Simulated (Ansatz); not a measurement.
Molecular dynamics, with input and output: BH4F (part 1 of 3)

The run: molecular dynamics of BH4F. Method and program: RKS PBE0-D4/def2-SVP (Ansatz 0.2.0).

It belongs to a series of runs on one base structure; here: dynamics from the highest image of the converged band.

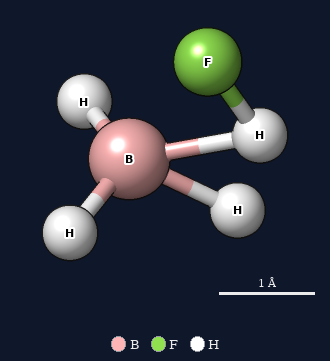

Fig. 1: The structure as given in the input (ball-and-stick view, seen at a tilt). Bond lengths as drawn: B–H 1.20 to 1.44 Å and F–H 1.13 Å.

Summary:

- outcome: finished
- mean temperature over the second half: 355 K
- trajectory: 200 steps, 100 fs
- ensemble: nve
- temperature in the input: 300.0 K
- time step: 0.5 fs
- potential energy (last step): −3450.3737 eV
- mean-field energy (last step): −3450.3456 eV
- largest force (length of the vector) (last step): 1.483 eV/Å
- hardware: 1 thread of AMD EPYC (Zen 3), 32 GiB of memory available, shared host
- wall time: 2.2 min
- peak memory: 0.1 GiB

So short a trajectory is not equilibrated.

Input:
```yaml
crystal:
  periodic: [false, false, false]
  atoms:
    - { symbol: B, position_ang: [0.012658, -0.232831, 0.021495] }
    - { symbol: F, position_ang: [0.010734, 0.06251, 1.62278] }
    - { symbol: H, position_ang: [1.061442, 0.110061, -0.455571] }
    - { symbol: H, position_ang: [-1.05552, 0.055829, -0.448429] }
    - { symbol: H, position_ang: [0.045887, -1.51875, 0.284517] }
    - { symbol: H, position_ang: [0.036201, -1.002719, 1.239408] }
basis:
  gaussian: { orbitals: def2-SVP }
hamiltonian:
  xc: pbe0
  dispersion: d4
md:
  timestep: 0.5
  n_steps: 200
  ensemble: nve
  temperature: 300.0
  initial_velocities: maxwell_boltzmann
  seed: 4959
```

Launch command:
```bash
ansatz run input.yaml --threads 1 --pin off --max-ram 2048MiB --backend cpu --events-out ev --progress --plain --runs-dir out
```

Output:
```
Engine: ansatz 0.2.0, x86_64-unknown-linux-gnu
Functional definition: PBE0
  parameter a = 0.25
  parameter kappa = 0.804
  parameter beta = 0.06672455060314922
  exchange = (1 - a)*pbe_x(kappa = kappa, mu = beta*pi^2/3) + a*exact_x
  correlation = pbe_c(beta = beta)
524 factors; integrals over basis functions are off by at most 5.4e-4 eV
mean field evaluation 1: about -3449.4545 eV, gradient 1.9e1 eV
mean field evaluation 2: about -3449.6970 eV, gradient 1.9e1 eV
mean field evaluation 4: about -3450.3617 eV, gradient 5.7e-1 eV
mean field evaluation 8: about -3450.3585 eV, gradient 1.7e-3 eV
mean field -3450.35850008 eV, -126.7983361409 hartree, gradient 2.6e-5 eV, S^2 0.000000; 0 other end points of the search recorded, 0 dependent functions left out
the calculation of the forces begins
reference -3450.35851955 eV, -126.7983368563 hartree; 9, 9 occupied and 39, 39 virtual orbitals, 524 factors
md step     0: t =     0.00 fs  T =   300.0 K  F+E_penalty+E_count = -3450.39126920 eV  E_kin = 0.155112 eV  conserved = -3450.23615721 eV  (20 SCF iters)
these checks for a lower state are left out or cut short: starts, cluster_reference, orbital_swaps, neighbouring_geometries, increment
524 factors; integrals over basis functions are off by at most 5.3e-4 eV
mean field evaluation 16: about -3450.3564 eV, gradient 1.6e-5 eV
mean field -3450.35643997 eV, -126.7982604333 hartree, gradient 2.8e-5 eV, S^2 0.000000; 0 other end points of the search recorded, 0 dependent functions left out
the calculation of the forces begins
reference -3450.35645946 eV, -126.7982611495 hartree; 9, 9 occupied and 39, 39 virtual orbitals, 524 factors
md step     1: t =     0.50 fs  T =   296.0 K  F+E_penalty+E_count = -3450.38921146 eV  E_kin = 0.153068 eV  conserved = -3450.23614325 eV  (22 SCF iters)
[... from here on the SCF iterations and repeated set-up lines of each step are left out, up to the last step ...]
md step     2: t =     1.00 fs  T =   285.0 K  F+E_penalty+E_count = -3450.38343736 eV  E_kin = 0.147334 eV  conserved = -3450.23610374 eV  (22 SCF iters)
md step     3: t =     1.50 fs  T =   267.9 K  F+E_penalty+E_count = -3450.37457986 eV  E_kin = 0.138535 eV  conserved = -3450.23604485 eV  (22 SCF iters)
md step     4: t =     2.00 fs  T =   246.8 K  F+E_penalty+E_count = -3450.36358060 eV  E_kin = 0.127606 eV  conserved = -3450.23597493 eV  (22 SCF iters)
md step     5: t =     2.50 fs  T =   223.7 K  F+E_penalty+E_count = -3450.35155798 eV  E_kin = 0.115655 eV  conserved = -3450.23590286 eV  (22 SCF iters)
md step     6: t =     3.00 fs  T =   200.8 K  F+E_penalty+E_count = -3450.33966543 eV  E_kin = 0.103829 eV  conserved = -3450.23583682 eV  (22 SCF iters)
md step     7: t =     3.50 fs  T =   180.2 K  F+E_penalty+E_count = -3450.32896073 eV  E_kin = 0.093177 eV  conserved = -3450.23578335 eV  (22 SCF iters)
md step     8: t =     4.00 fs  T =   163.5 K  F+E_penalty+E_count = -3450.32030107 eV  E_kin = 0.084554 eV  conserved = -3450.23574709 eV  (22 SCF iters)
md step     9: t =     4.50 fs  T =   151.9 K  F+E_penalty+E_count = -3450.31426965 eV  E_kin = 0.078539 eV  conserved = -3450.23573081 eV  (22 SCF iters)
md step    10: t =     5.00 fs  T =   145.8 K  F+E_penalty+E_count = -3450.31113447 eV  E_kin = 0.075399 eV  conserved = -3450.23573570 eV  (22 SCF iters)
md step    11: t =     5.50 fs  T =   145.2 K  F+E_penalty+E_count = -3450.31083635 eV  E_kin = 0.075075 eV  conserved = -3450.23576159 eV  (22 SCF iters)
md step    12: t =     6.00 fs  T =   149.3 K  F+E_penalty+E_count = -3450.31300259 eV  E_kin = 0.077195 eV  conserved = -3450.23580723 eV  (22 SCF iters)
md step    13: t =     6.50 fs  T =   156.9 K  F+E_penalty+E_count = -3450.31698341 eV  E_kin = 0.081113 eV  conserved = -3450.23586994 eV  (22 SCF iters)
md step    14: t =     7.00 fs  T =   166.3 K  F+E_penalty+E_count = -3450.32191574 eV  E_kin = 0.085971 eV  conserved = -3450.23594428 eV  (23 SCF iters)
md step    15: t =     7.50 fs  T =   175.6 K  F+E_penalty+E_count = -3450.32683347 eV  E_kin = 0.090814 eV  conserved = -3450.23601923 eV  (23 SCF iters)
md step    16: t =     8.00 fs  T =   183.3 K  F+E_penalty+E_count = -3450.33086170 eV  E_kin = 0.094787 eV  conserved = -3450.23607475 eV  (23 SCF iters)
md step    17: t =     8.50 fs  T =   188.5 K  F+E_penalty+E_count = -3450.33353555 eV  E_kin = 0.097454 eV  conserved = -3450.23608130 eV  (23 SCF iters)
md step    18: t =     9.00 fs  T =   191.9 K  F+E_penalty+E_count = -3450.33523049 eV  E_kin = 0.099221 eV  conserved = -3450.23600920 eV  (21 SCF iters)
md step    19: t =     9.50 fs  T =   196.7 K  F+E_penalty+E_count = -3450.33754497 eV  E_kin = 0.101692 eV  conserved = -3450.23585274 eV  (22 SCF iters)
md step    20: t =    10.00 fs  T =   208.1 K  F+E_penalty+E_count = -3450.34327667 eV  E_kin = 0.107617 eV  conserved = -3450.23566001 eV  (22 SCF iters)
md step    21: t =    10.50 fs  T =   232.2 K  F+E_penalty+E_count = -3450.35559201 eV  E_kin = 0.120055 eV  conserved = -3450.23553690 eV  (22 SCF iters)
md step    22: t =    11.00 fs  T =   272.3 K  F+E_penalty+E_count = -3450.37640474 eV  E_kin = 0.140812 eV  conserved = -3450.23559314 eV  (22 SCF iters)
md step    23: t =    11.50 fs  T =   326.7 K  F+E_penalty+E_count = -3450.40479212 eV  E_kin = 0.168939 eV  conserved = -3450.23585351 eV  (22 SCF iters)
md step    24: t =    12.00 fs  T =   387.8 K  F+E_penalty+E_count = -3450.43670840 eV  E_kin = 0.200490 eV  conserved = -3450.23621831 eV  (22 SCF iters, 3 dispersion substeps)
md step    25: t =    12.50 fs  T =   444.8 K  F+E_penalty+E_count = -3450.46652498 eV  E_kin = 0.230001 eV  conserved = -3450.23652427 eV  (22 SCF iters, 3 dispersion substeps)
md step    26: t =    13.00 fs  T =   489.1 K  F+E_penalty+E_count = -3450.48951551 eV  E_kin = 0.252870 eV  conserved = -3450.23664507 eV  (22 SCF iters, 3 dispersion substeps)
md step    27: t =    13.50 fs  T =   516.9 K  F+E_penalty+E_count = -3450.50378662 eV  E_kin = 0.267233 eV  conserved = -3450.23655399 eV  (22 SCF iters, 3 dispersion substeps)
md step    28: t =    14.00 fs  T =   530.8 K  F+E_penalty+E_count = -3450.51073273 eV  E_kin = 0.274420 eV  conserved = -3450.23631269 eV  (22 SCF iters, 3 dispersion substeps)
md step    29: t =    14.50 fs  T =   537.9 K  F+E_penalty+E_count = -3450.51412731 eV  E_kin = 0.278104 eV  conserved = -3450.23602373 eV  (22 SCF iters, 3 dispersion substeps)
md step    30: t =    15.00 fs  T =   546.9 K  F+E_penalty+E_count = -3450.51853647 eV  E_kin = 0.282749 eV  conserved = -3450.23578741 eV  (22 SCF iters, 3 dispersion substeps)
md step    31: t =    15.50 fs  T =   564.8 K  F+E_penalty+E_count = -3450.52772200 eV  E_kin = 0.292043 eV  conserved = -3450.23567921 eV  (22 SCF iters, 3 dispersion substeps)
md step    32: t =    16.00 fs  T =   595.1 K  F+E_penalty+E_count = -3450.54342140 eV  E_kin = 0.307680 eV  conserved = -3450.23574091 eV  (22 SCF iters, 3 dispersion substeps)
md step    33: t =    16.50 fs  T =   635.7 K  F+E_penalty+E_count = -3450.56467493 eV  E_kin = 0.328700 eV  conserved = -3450.23597485 eV  (22 SCF iters, 3 dispersion substeps)
md step    34: t =    17.00 fs  T =   679.8 K  F+E_penalty+E_count = -3450.58782107 eV  E_kin = 0.351491 eV  conserved = -3450.23633007 eV  (22 SCF iters, 3 dispersion substeps)
md step    35: t =    17.50 fs  T =   716.9 K  F+E_penalty+E_count = -3450.60736604 eV  E_kin = 0.370681 eV  conserved = -3450.23668515 eV  (22 SCF iters, 3 dispersion substeps)
md step    36: t =    18.00 fs  T =   737.0 K  F+E_penalty+E_count = -3450.61793790 eV  E_kin = 0.381082 eV  conserved = -3450.23685552 eV  (22 SCF iters, 3 dispersion substeps)
md step    37: t =    18.50 fs  T =   735.8 K  F+E_penalty+E_count = -3450.61710474 eV  E_kin = 0.380430 eV  conserved = -3450.23667457 eV  (22 SCF iters, 3 dispersion substeps)
md step    38: t =    19.00 fs  T =   718.7 K  F+E_penalty+E_count = -3450.60774227 eV  E_kin = 0.371586 eV  conserved = -3450.23615660 eV  (21 SCF iters, 3 dispersion substeps)
md step    39: t =    19.50 fs  T =   700.1 K  F+E_penalty+E_count = -3450.59759990 eV  E_kin = 0.361997 eV  conserved = -3450.23560313 eV  (22 SCF iters, 3 dispersion substeps)
md step    40: t =    20.00 fs  T =   695.0 K  F+E_penalty+E_count = -3450.59477511 eV  E_kin = 0.359345 eV  conserved = -3450.23542965 eV  (21 SCF iters, 3 dispersion substeps)
md step    41: t =    20.50 fs  T =   707.9 K  F+E_penalty+E_count = -3450.60177330 eV  E_kin = 0.365998 eV  conserved = -3450.23577486 eV  (21 SCF iters, 3 dispersion substeps)
md step    42: t =    21.00 fs  T =   729.6 K  F+E_penalty+E_count = -3450.61359508 eV  E_kin = 0.377246 eV  conserved = -3450.23634925 eV  (21 SCF iters, 3 dispersion substeps)
md step    43: t =    21.50 fs  T =   744.9 K  F+E_penalty+E_count = -3450.62188355 eV  E_kin = 0.385151 eV  conserved = -3450.23673219 eV  (21 SCF iters, 3 dispersion substeps)
md step    44: t =    22.00 fs  T =   743.3 K  F+E_penalty+E_count = -3450.62104958 eV  E_kin = 0.384321 eV  conserved = -3450.23672817 eV  (22 SCF iters, 3 dispersion substeps)
md step    45: t =    22.50 fs  T =   725.0 K  F+E_penalty+E_count = -3450.61129935 eV  E_kin = 0.374878 eV  conserved = -3450.23642169 eV  (22 SCF iters, 3 dispersion substeps)
md step    46: t =    23.00 fs  T =   699.2 K  F+E_penalty+E_count = -3450.59752455 eV  E_kin = 0.361505 eV  conserved = -3450.23601907 eV  (22 SCF iters, 3 dispersion substeps)
md step    47: t =    23.50 fs  T =   677.9 K  F+E_penalty+E_count = -3450.58619475 eV  E_kin = 0.350492 eV  conserved = -3450.23570292 eV  (22 SCF iters, 3 dispersion substeps)
md step    48: t =    24.00 fs  T =   670.9 K  F+E_penalty+E_count = -3450.58244964 eV  E_kin = 0.346869 eV  conserved = -3450.23558038 eV  (22 SCF iters, 3 dispersion substeps)
md step    49: t =    24.50 fs  T =   682.0 K  F+E_penalty+E_count = -3450.58831140 eV  E_kin = 0.352624 eV  conserved = -3450.23568747 eV  (22 SCF iters, 3 dispersion substeps)
md step    50: t =    25.00 fs  T =   708.0 K  F+E_penalty+E_count = -3450.60206009 eV  E_kin = 0.366060 eV  conserved = -3450.23599963 eV  (21 SCF iters, 3 dispersion substeps)
md step    51: t =    25.50 fs  T =   739.3 K  F+E_penalty+E_count = -3450.61865709 eV  E_kin = 0.382232 eV  conserved = -3450.23642556 eV  (21 SCF iters, 3 dispersion substeps)
md step    52: t =    26.00 fs  T =   763.0 K  F+E_penalty+E_count = -3450.63129307 eV  E_kin = 0.394499 eV  conserved = -3450.23679414 eV  (21 SCF iters, 3 dispersion substeps)
md step    53: t =    26.50 fs  T =   768.4 K  F+E_penalty+E_count = -3450.63416458 eV  E_kin = 0.397283 eV  conserved = -3450.23688114 eV  (22 SCF iters, 3 dispersion substeps)
md step    54: t =    27.00 fs  T =   753.1 K  F+E_penalty+E_count = -3450.62591225 eV  E_kin = 0.389375 eV  conserved = -3450.23653760 eV  (21 SCF iters, 3 dispersion substeps)
md step    55: t =    27.50 fs  T =   726.8 K  F+E_penalty+E_count = -3450.61169225 eV  E_kin = 0.375802 eV  conserved = -3450.23589049 eV  (21 SCF iters, 3 dispersion substeps)
md step    56: t =    28.00 fs  T =   707.2 K  F+E_penalty+E_count = -3450.60105210 eV  E_kin = 0.365666 eV  conserved = -3450.23538626 eV  (21 SCF iters, 3 dispersion substeps)
md step    57: t =    28.50 fs  T =   707.6 K  F+E_penalty+E_count = -3450.60132043 eV  E_kin = 0.365868 eV  conserved = -3450.23545196 eV  (20 SCF iters, 3 dispersion substeps)
md step    58: t =    29.00 fs  T =   726.1 K  F+E_penalty+E_count = -3450.61149030 eV  E_kin = 0.375439 eV  conserved = -3450.23605141 eV  (21 SCF iters, 3 dispersion substeps)
md step    59: t =    29.50 fs  T =   746.6 K  F+E_penalty+E_count = -3450.62272939 eV  E_kin = 0.386014 eV  conserved = -3450.23671555 eV  (21 SCF iters, 3 dispersion substeps)
md step    60: t =    30.00 fs  T =   750.6 K  F+E_penalty+E_count = -3450.62511035 eV  E_kin = 0.388101 eV  conserved = -3450.23700925 eV  (21 SCF iters, 3 dispersion substeps)
md step    61: t =    30.50 fs  T =   729.6 K  F+E_penalty+E_count = -3450.61409547 eV  E_kin = 0.377254 eV  conserved = -3450.23684195 eV  (22 SCF iters, 3 dispersion substeps)
md step    62: t =    31.00 fs  T =   688.1 K  F+E_penalty+E_count = -3450.59214839 eV  E_kin = 0.355753 eV  conserved = -3450.23639510 eV  (22 SCF iters, 3 dispersion substeps)
md step    63: t =    31.50 fs  T =   638.8 K  F+E_penalty+E_count = -3450.56617422 eV  E_kin = 0.330260 eV  conserved = -3450.23591392 eV  (21 SCF iters, 3 dispersion substeps)
md step    64: t =    32.00 fs  T =   596.0 K  F+E_penalty+E_count = -3450.54374655 eV  E_kin = 0.308164 eV  conserved = -3450.23558283 eV  (21 SCF iters, 3 dispersion substeps)
md step    65: t =    32.50 fs  T =   569.8 K  F+E_penalty+E_count = -3450.53012248 eV  E_kin = 0.294623 eV  conserved = -3450.23549962 eV  (21 SCF iters, 3 dispersion substeps)
md step    66: t =    33.00 fs  T =   562.7 K  F+E_penalty+E_count = -3450.52660613 eV  E_kin = 0.290920 eV  conserved = -3450.23568583 eV  (22 SCF iters, 3 dispersion substeps)
md step    67: t =    33.50 fs  T =   568.9 K  F+E_penalty+E_count = -3450.53020967 eV  E_kin = 0.294124 eV  conserved = -3450.23608548 eV  (22 SCF iters, 3 dispersion substeps)
md step    68: t =    34.00 fs  T =   576.5 K  F+E_penalty+E_count = -3450.53464259 eV  E_kin = 0.298095 eV  conserved = -3450.23654766 eV  (22 SCF iters, 3 dispersion substeps)
md step    69: t =    34.50 fs  T =   572.5 K  F+E_penalty+E_count = -3450.53282289 eV  E_kin = 0.295994 eV  conserved = -3450.23682927 eV  (22 SCF iters, 3 dispersion substeps)
md step    70: t =    35.00 fs  T =   549.3 K  F+E_penalty+E_count = -3450.52069440 eV  E_kin = 0.284003 eV  conserved = -3450.23669149 eV  (22 SCF iters, 3 dispersion substeps)
md step    71: t =    35.50 fs  T =   511.7 K  F+E_penalty+E_count = -3450.50070565 eV  E_kin = 0.264588 eV  conserved = -3450.23611782 eV  (22 SCF iters, 3 dispersion substeps)
md step    72: t =    36.00 fs  T =   476.3 K  F+E_penalty+E_count = -3450.48172195 eV  E_kin = 0.246244 eV  conserved = -3450.23547841 eV  (22 SCF iters, 3 dispersion substeps)
md step    73: t =    36.50 fs  T =   460.4 K  F+E_penalty+E_count = -3450.47333070 eV  E_kin = 0.238022 eV  conserved = -3450.23530878 eV  (21 SCF iters, 3 dispersion substeps)
md step    74: t =    37.00 fs  T =   468.6 K  F+E_penalty+E_count = -3450.47804119 eV  E_kin = 0.242268 eV  conserved = -3450.23577350 eV  (22 SCF iters, 3 dispersion substeps)
md step    75: t =    37.50 fs  T =   488.3 K  F+E_penalty+E_count = -3450.48893377 eV  E_kin = 0.252461 eV  conserved = -3450.23647233 eV  (22 SCF iters, 3 dispersion substeps)
md step    76: t =    38.00 fs  T =   500.0 K  F+E_penalty+E_count = -3450.49540856 eV  E_kin = 0.258538 eV  conserved = -3450.23687047 eV  (22 SCF iters, 3 dispersion substeps)
md step    77: t =    38.50 fs  T =   491.9 K  F+E_penalty+E_count = -3450.49110723 eV  E_kin = 0.254344 eV  conserved = -3450.23676318 eV  (22 SCF iters, 3 dispersion substeps)
md step    78: t =    39.00 fs  T =   466.1 K  F+E_penalty+E_count = -3450.47727294 eV  E_kin = 0.240969 eV  conserved = -3450.23630443 eV  (21 SCF iters, 3 dispersion substeps)
md step    79: t =    39.50 fs  T =   435.1 K  F+E_penalty+E_count = -3450.46071706 eV  E_kin = 0.224940 eV  conserved = -3450.23577746 eV  (22 SCF iters, 3 dispersion substeps)
md step    80: t =    40.00 fs  T =   414.1 K  F+E_penalty+E_count = -3450.44954398 eV  E_kin = 0.214130 eV  conserved = -3450.23541359 eV  (22 SCF iters, 3 dispersion substeps)
md step    81: t =    40.50 fs  T =   414.1 K  F+E_penalty+E_count = -3450.44944187 eV  E_kin = 0.214103 eV  conserved = -3450.23533934 eV  (22 SCF iters, 3 dispersion substeps)
md step    82: t =    41.00 fs  T =   437.1 K  F+E_penalty+E_count = -3450.46158059 eV  E_kin = 0.226000 eV  conserved = -3450.23558020 eV  (22 SCF iters, 3 dispersion substeps)
md step    83: t =    41.50 fs  T =   476.0 K  F+E_penalty+E_count = -3450.48215889 eV  E_kin = 0.246087 eV  conserved = -3450.23607212 eV  (22 SCF iters, 3 dispersion substeps)
md step    84: t =    42.00 fs  T =   516.1 K  F+E_penalty+E_count = -3450.50349079 eV  E_kin = 0.266838 eV  conserved = -3450.23665323 eV  (21 SCF iters, 3 dispersion substeps)
md step    85: t =    42.50 fs  T =   540.8 K  F+E_penalty+E_count = -3450.51669091 eV  E_kin = 0.279625 eV  conserved = -3450.23706562 eV  (22 SCF iters, 3 dispersion substeps)
md step    86: t =    43.00 fs  T =   539.1 K  F+E_penalty+E_count = -3450.51576099 eV  E_kin = 0.278725 eV  conserved = -3450.23703649 eV  (22 SCF iters, 3 dispersion substeps)
md step    87: t =    43.50 fs  T =   512.8 K  F+E_penalty+E_count = -3450.50163818 eV  E_kin = 0.265152 eV  conserved = -3450.23648600 eV  (22 SCF iters, 3 dispersion substeps)
md step    88: t =    44.00 fs  T =   478.3 K  F+E_penalty+E_count = -3450.48303832 eV  E_kin = 0.247303 eV  conserved = -3450.23573513 eV  (22 SCF iters, 3 dispersion substeps)
md step    89: t =    44.50 fs  T =   456.5 K  F+E_penalty+E_count = -3450.47139118 eV  E_kin = 0.236029 eV  conserved = -3450.23536181 eV  (22 SCF iters, 3 dispersion substeps)
md step    90: t =    45.00 fs  T =   457.7 K  F+E_penalty+E_count = -3450.47232051 eV  E_kin = 0.236659 eV  conserved = -3450.23566147 eV  (22 SCF iters, 3 dispersion substeps)
md step    91: t =    45.50 fs  T =   474.0 K  F+E_penalty+E_count = -3450.48138183 eV  E_kin = 0.245054 eV  conserved = -3450.23632752 eV  (22 SCF iters, 3 dispersion substeps)
md step    92: t =    46.00 fs  T =   486.7 K  F+E_penalty+E_count = -3450.48845136 eV  E_kin = 0.251648 eV  conserved = -3450.23680337 eV  (22 SCF iters, 3 dispersion substeps)
md step    93: t =    46.50 fs  T =   481.8 K  F+E_penalty+E_count = -3450.48592610 eV  E_kin = 0.249119 eV  conserved = -3450.23680741 eV  (22 SCF iters, 3 dispersion substeps)
md step    94: t =    47.00 fs  T =   458.0 K  F+E_penalty+E_count = -3450.47322489 eV  E_kin = 0.236785 eV  conserved = -3450.23643948 eV  (22 SCF iters, 3 dispersion substeps)
md step    95: t =    47.50 fs  T =   424.9 K  F+E_penalty+E_count = -3450.45563272 eV  E_kin = 0.219669 eV  conserved = -3450.23596413 eV  (22 SCF iters, 3 dispersion substeps)
md step    96: t =    48.00 fs  T =   396.0 K  F+E_penalty+E_count = -3450.44037078 eV  E_kin = 0.204760 eV  conserved = -3450.23561071 eV  (22 SCF iters, 3 dispersion substeps)
md step    97: t =    48.50 fs  T =   381.9 K  F+E_penalty+E_count = -3450.43294698 eV  E_kin = 0.197441 eV  conserved = -3450.23550562 eV  (23 SCF iters, 3 dispersion substeps)
md step    98: t =    49.00 fs  T =   385.6 K  F+E_penalty+E_count = -3450.43502801 eV  E_kin = 0.199347 eV  conserved = -3450.23568067 eV  (21 SCF iters, 3 dispersion substeps)
md step    99: t =    49.50 fs  T =   401.9 K  F+E_penalty+E_count = -3450.44387187 eV  E_kin = 0.207786 eV  conserved = -3450.23608608 eV  (22 SCF iters, 3 dispersion substeps)
md step   100: t =    50.00 fs  T =   418.9 K  F+E_penalty+E_count = -3450.45317341 eV  E_kin = 0.216591 eV  conserved = -3450.23658281 eV  (22 SCF iters, 3 dispersion substeps)
md step   101: t =    50.50 fs  T =   422.5 K  F+E_penalty+E_count = -3450.45538952 eV  E_kin = 0.218453 eV  conserved = -3450.23693635 eV  (22 SCF iters, 3 dispersion substeps)
md step   102: t =    51.00 fs  T =   403.5 K  F+E_penalty+E_count = -3450.44548049 eV  E_kin = 0.208601 eV  conserved = -3450.23687947 eV  (22 SCF iters, 3 dispersion substeps)
```
